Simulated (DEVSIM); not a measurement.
Device: Co/La2O3/SiO2/p-Si capacitor, at 300 K.

| layer (left to right) | material | thickness (nm) | Na (cm⁻³) |
|---|---|---|---|
| 1 | La2O3 | 21.0 | - |
| 2 | SiO2 | 0.930 | - |
| 3 | Si | 8300 | 2.4e15 |

Metal gate on the left, work function 5 eV. Fixed charge at the semiconductor interface -9.1e11 cm⁻² (in units of +e); interface traps 2.3e12 cm⁻² eV⁻¹, uniform in energy, neutral level at 0.3 of the gap above the valence band.

Constants are typed, rounded textbook-type inputs, not results; the design itself was drawn at random and stands for no fabricated device. Values at 300 K.

| parameter | La2O3 | SiO2 | Si |
|---|---|---|---|
| gap (eV) | 5.8 | 9 | 1.124 |
| affinity (eV) | 1.8 | 0.9 | 4.05 |
| permittivity | 27 | 3.9 | 11.7 |
| Nc (cm⁻³) | - | - | 2.86e19 |
| Nv (cm⁻³) | - | - | 3.1e19 |

DEVSIM, 1D Poisson equation in equilibrium, Boltzmann statistics, complete ionisation; no quantum confinement or tunnelling. Metal contacts follow the ideal Schottky-Mott rule: no Fermi-level pinning, no interface dipoles.

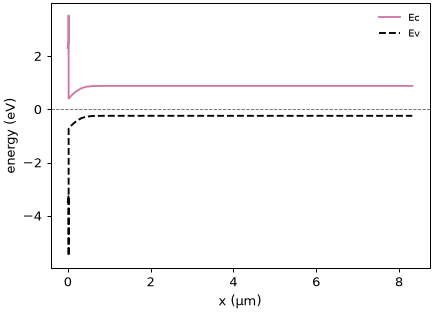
Band edges at 0.9 V on the gate

Energies count from the Fermi level of the right contact; mesh points crowd at the junctions.

| x (μm) | Ec (eV) | Ev (eV) | n (cm⁻³) | p (cm⁻³) | field (V/cm) |
|---|---|---|---|---|---|
| 0.000 | 2.300 | -3.500 | < 1e2 | < 1e2 | 130000 |
| 0.001824 | 2.323 | -3.477 | < 1e2 | < 1e2 | 130000 |
| 0.006189 | 2.379 | -3.421 | < 1e2 | < 1e2 | 130000 |
| 0.01432 | 2.484 | -3.316 | < 1e2 | < 1e2 | 130000 |
| 0.01984 | 2.555 | -3.245 | < 1e2 | < 1e2 | 130000 |
| 0.02124 | 3.491 | -5.509 | < 1e2 | < 1e2 | 890000 |
| 0.02193 | 0.401 | -0.723 | 5.2e12 | 2.2e7 | 320000 |
| 0.02512 | 0.407 | -0.717 | 4.1e12 | 2.8e7 | 18000 |
| 0.03240 | 0.420 | -0.704 | 2.5e12 | 4.7e7 | 18000 |
| 0.05184 | 0.454 | -0.670 | 6.7e11 | 1.7e8 | 17000 |
| 0.1038 | 0.539 | -0.585 | 2.5e10 | 4.6e9 | 15000 |
| 0.3321 | 0.791 | -0.333 | 1500000 | 7.9e13 | 6800 |
| 0.8527 | 0.879 | -0.245 | 49000 | 2.4e15 | 37 |
| 2.244 | 0.879 | -0.245 | 48000 | 2.4e15 | ≈ 0 |
| 6.143 | 0.879 | -0.245 | 48000 | 2.4e15 | ≈ 0 |
| 7.507 | 0.879 | -0.245 | 48000 | 2.4e15 | ≈ 0 |
| 8.018 | 0.879 | -0.245 | 48000 | 2.4e15 | ≈ 0 |
| 8.209 | 0.879 | -0.245 | 48000 | 2.4e15 | ≈ 0 |
| 8.293 | 0.879 | -0.245 | 48000 | 2.4e15 | ≈ 0 |
| 8.312 | 0.879 | -0.245 | 48000 | 2.4e15 | ≈ 0 |
| 8.319 | 0.879 | -0.245 | 48000 | 2.4e15 | ≈ 0 |
| 8.322 | 0.879 | -0.245 | 48000 | 2.4e15 | ≈ 0 |
